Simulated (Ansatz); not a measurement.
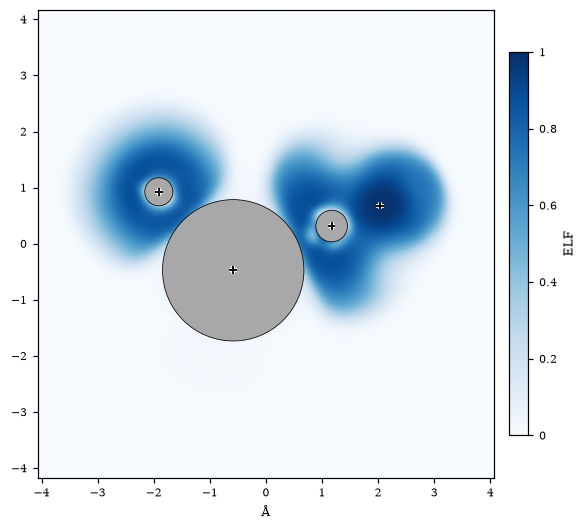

The ELF on a plane through atoms (crosses mark nuclei in the plane; grey discs cover the cores).

Computed with RHF/def2-SVP in Ansatz 0.2.0.

Candidates:
A. F$_{2}$H$_{2}$HfO$_{2}$
B. ClGaH$_{4}$N$_{2}$

Question: Which candidate gave the map?

Answer: Candidate A: F$_{2}$H$_{2}$HfO$_{2}$ on the plane of atoms O2, Hf1 and F7, which holds Hf, O, H and F. Hf–O (1.92 Å): the ELF peaks at about 0.80 in the valence shell of O, 0.6 Å from its nucleus, and drops to about 0.20 between the two atoms. Hf–F (1.93 Å): the ELF peaks at about 0.85 in the valence shell of F, 0.5 Å from its nucleus, and drops to about 0.20 between the two atoms.
